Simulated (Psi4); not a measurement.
**USCAN/3-21G (sweep point 2) run of BH2O (SMILES [BH]O)**

Aim: the vertical ionisation energy of BH2O at USCAN/3-21G (sweep point 2), from 2 runs. 

The calculation is run with Psi4 1.11.

## 1. Starting point

BH2O has 4 atoms, charge 0, and is taken as a doublet. As SMILES, `[BH]O`. The coordinates come from a PBE0-D4/def2-TZVP relaxation.

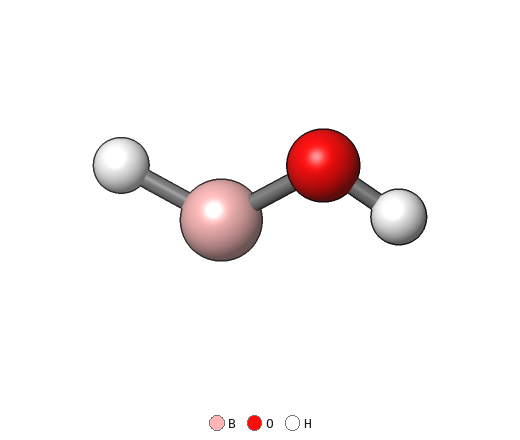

The structure, seen from a chosen angle (boron pink, oxygen red, hydrogen white).

## 2. The energy at USCAN/3-21G (sweep point 2)

File job.inp:

```
memory 1.6 GB

molecule {
  0 2
  B     -0.006100    -0.485500     0.388300
  O      0.119700     0.544500    -0.448600
  H     -1.064200    -1.032400     0.540300
  H      1.006100     0.913200    -0.500300
  units angstrom
  symmetry c1
}

set basis 3-21G
set reference uks
set puream true
set scf_type pk
set dft_radial_points 99
set dft_spherical_points 590
set maxiter 150

energy('scan')
```

Started as:

```
$ psi4 job.inp job.out -n 1
```

job.out (excerpt; [...] marks lines left out):

```text
[...]
  Running in c1 symmetry.
[...]
  Nuclear repulsion =   25.941696431051930
[...]
  Multiplicity = 2
[...]
  Nalpha       = 8
  Nbeta        = 7
[...]
    Number of basis functions: 22
[...]
   @UKS iter   1:  -100.54860787661815   -3.23347e-01   2.08231e-02 ADIIS/DIIS
[...]
   @UKS iter   9:  -100.62414736031366   -9.03881e-10   2.97434e-07 DIIS
[...]
   @S^2 Observed:                7.518239118E-01
[...]
    Orbital Energies [Eh]
    ---------------------
    Alpha Occupied:
       1A    -18.919652     2A     -6.632271     3A     -1.032412
       4A     -0.560365     5A     -0.385404     6A     -0.378104
       7A     -0.347552     8A     -0.158828
    Alpha Virtual:
       9A     -0.035487    10A      0.081375    11A      0.218099
      12A      0.229510    13A      0.423873    14A      0.455684
      15A      0.525385    16A      0.727209    17A      0.983531
      18A      1.127760    19A      1.444660    20A      1.534138
      21A      1.731156    22A      2.894930
[...]
  @UKS Final Energy:  -100.62414736031366
   => Energetics <=
    Nuclear Repulsion Energy =             25.9416964310519305
    One-Electron Energy =                -187.8759759939583489
    Two-Electron Energy =                  74.5932940648972931
    DFT Exchange-Correlation Energy =     -13.2831618623045191
    Empirical Dispersion Energy =           0.0000000000000000
    VV10 Nonlocal Energy =                  0.0000000000000000
    Total Energy =                       -100.6241473603136569
[...]
 Multipole Moments:
 ------------------------------------------------------------------------------------
     Multipole            Electronic (a.u.)      Nuclear  (a.u.)        Total (a.u.)
 ------------------------------------------------------------------------------------
 L = 1.  Multiply by 2.5417464519 to convert [e a0] to [Debye]
 Dipole X            :          0.7082153           -0.1051617            0.6030536
 Dipole Y            :          0.1696963            0.2503438            0.4200401
 Dipole Z            :          0.0649476           -0.2436892           -0.1787416
 Magnitude           :                                                    0.7563438
[...]
```

Run time: 9.6 s. Hardware: 1 thread of Intel Xeon Platinum 8375C at 2.90GHz (Ice Lake), shared host; peak memory 0.55 GiB.

## 3. The singlet cation, same level

File job.dat:

```
memory 1.6 GB

molecule geom {
  1 1
  B     -0.006100    -0.485500     0.388300
  O      0.119700     0.544500    -0.448600
  H     -1.064200    -1.032400     0.540300
  H      1.006100     0.913200    -0.500300
  symmetry c1
}

set reference rks
set puream true
set scf_type pk
set dft_radial_points 99
set dft_spherical_points 590

energy("scan/3-21G")
print_variables()
```

Started as:

```
$ psi4 -i job.dat -o job.out -n 1
```

job.out (excerpt; [...] marks lines left out):

```text
[...]
  Running in c1 symmetry.
[...]
  Nuclear repulsion =   25.941696431051930
[...]
  Multiplicity = 1
[...]
  Nalpha       = 7
  Nbeta        = 7
[...]
    Number of basis functions: 22
[...]
   @RKS iter   1:  -100.23727125054235   -1.20102e-02   1.97895e-02 DIIS/ADIIS
[...]
   @RKS iter   8:  -100.31433159563068   -5.38566e-09   3.91537e-07 DIIS
[...]
    Orbital Energies [Eh]
    ---------------------
    Doubly Occupied:
       1A    -19.269092     2A     -7.043038     3A     -1.365154
       4A     -0.882186     5A     -0.704449     6A     -0.699832
       7A     -0.667985
[...]
  @RKS Final Energy:  -100.31433159563068
   => Energetics <=
    Nuclear Repulsion Energy =             25.9416964310519305
    One-Electron Energy =                -182.8403730785587413
    Two-Electron Energy =                  69.4902258650762832
    DFT Exchange-Correlation Energy =     -12.9058808132001399
    Empirical Dispersion Energy =           0.0000000000000000
    VV10 Nonlocal Energy =                  0.0000000000000000
    Total Energy =                       -100.3143315956306765
[...]
 Multipole Moments:
 ------------------------------------------------------------------------------------
     Multipole            Electronic (a.u.)      Nuclear  (a.u.)        Total (a.u.)
 ------------------------------------------------------------------------------------
 L = 1.  Multiply by 2.5417464519 to convert [e a0] to [Debye]
 Dipole X            :          0.8829650           -0.1051617            0.7778034
 Dipole Y            :         -0.7965174            0.2503438           -0.5461736
 Dipole Z            :          0.9362788           -0.2436892            0.6925896
 Magnitude           :                                                    1.1759949
[...]
```

Wall time 7.5 s (1 thread of Intel Xeon Platinum 8375C at 2.90GHz (Ice Lake), shared host); peak memory 0.55 GiB.

## 4. Summary of results

Level: USCAN/3-21G (sweep point 2).

```
                                          quantity          value
                        doublet BH2O: total energy  -100.62415 Eh
                       doublet BH2O: dipole moment         1.92 D
  doublet BH2O: HOMO energy (highest over α and β)       -4.32 eV
   doublet BH2O: LUMO energy (lowest over α and β)       -1.03 eV
                                doublet BH2O: ⟨S²⟩          0.752
                      singlet cation: total energy  -100.31433 Eh
                       singlet cation: HOMO energy      -18.18 eV
                       singlet cation: LUMO energy      -12.13 eV
                     singlet cation: HOMO–LUMO gap        6.05 eV
vertical ionisation energy (to the singlet cation)       8.431 eV
```

**Reading.** The vertical ionisation energy comes to 8.43 eV (813 kJ/mol). Only the singlet of the ionised species was computed; a triplet could lie lower.
